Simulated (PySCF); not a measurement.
# Al20H10N20 ((5,0) AlN nanotube piece): the cost of one run

Programs: PySCF 2.14.0, with routines of our own; each step states its level. All values are computed. Atoms count from 0.

## Step 1: The starting structure

50 atoms, charge 0, multiplicity 1; geometry from: GFN2-xTB.

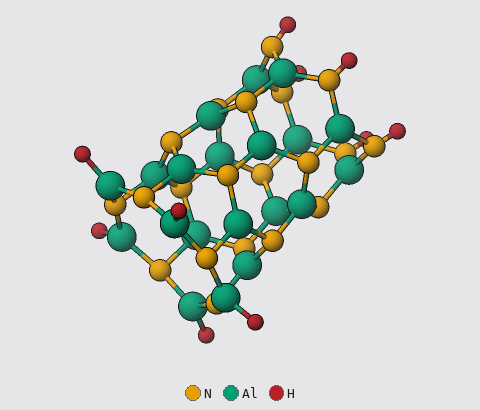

The starting geometry (nitrogen amber, aluminium teal, hydrogen red); sticks join atoms by distance alone.

## Step 2: Core binding energies: delta-SCF UKS SCAN, pcX-2 on the ionised atom, pcseg-1

Job settings and geometry (Å):

```
{"job": {"kind": "xps", "atoms": [3, 11]}, "charge": 0, "multiplicity": 1}
N      2.172231     1.579678    -1.514772
Al     1.993572     1.452233    -3.313476
N      0.841337     2.593562    -4.108547
N     -0.825091     2.558403    -1.515885
Al    -0.762778     2.349618    -3.315576
N     -2.203531     1.601307    -4.106177
N     -2.673239     0.000302    -1.514916
Al    -2.465725    -0.000850    -3.315858
N     -2.205815    -1.602906    -4.108321
N     -0.829599    -2.559781    -1.515293
Al    -0.764979    -2.351016    -3.314934
N      0.839455    -2.592013    -4.109468
N      2.165526    -1.578956    -1.517309
Al     1.992202    -1.450413    -3.316834
N      2.716787     0.001264    -4.109642
Al     2.418769    -0.001016    -0.669015
N      2.186665     1.594899     3.747881
Al     1.975802     1.447335     1.937021
N      0.836677     2.591866     1.118021
Al     0.755096     2.318926    -0.664902
N     -0.835501     2.577621     3.754886
Al    -0.755037     2.337415     1.942530
N     -2.183649     1.592561     1.118027
Al    -1.956769     1.429841    -0.665584
N     -2.705958     0.000193     3.749468
Al    -2.444627     0.000434     1.938264
N     -2.182347    -1.592134     1.118096
Al    -1.959777    -1.429733    -0.665959
N     -0.833591    -2.574992     3.752704
Al    -0.750986    -2.335852     1.939893
N      0.842054    -2.590770     1.118045
Al     0.750359    -2.319124    -0.664465
N      2.184844    -1.589112     3.754007
Al     1.977333    -1.446219     1.941756
N      2.686476    -0.000628     1.116085
Al     3.066762     0.002955     3.932180
Al     0.951037     2.930168     3.936902
Al    -2.486222     1.807361     3.932682
Al    -2.485001    -1.807443     3.930158
Al     0.951354    -2.926642     3.941288
H      0.909250     2.783568    -5.103969
H     -2.363417     1.719498    -5.101996
H     -2.365934    -1.725526    -5.103944
H      0.907400    -2.783919    -5.104480
H      2.919642     0.003594    -5.104890
H      4.604403     0.004303     3.960469
H      1.433577     4.390049     3.975172
H     -3.732668     2.708004     3.958771
H     -3.732454    -2.706012     3.964536
H      1.429471    -4.388440     3.973002
```

Level: delta-SCF UKS SCAN, pcX-2 on the ionised atom, pcseg-1 elsewhere, spin-free X2C (atomic blocks).

On the command line:

```sh
$ OMP_NUM_THREADS=8 python large_run.py task.json out
```

This one command runs all jobs of the session in turn.

Q: Estimate the wall time and peak memory of this job on 8 threads of AMD EPYC, shared host.

About 6.9 min, with a peak of 3.9 GiB.
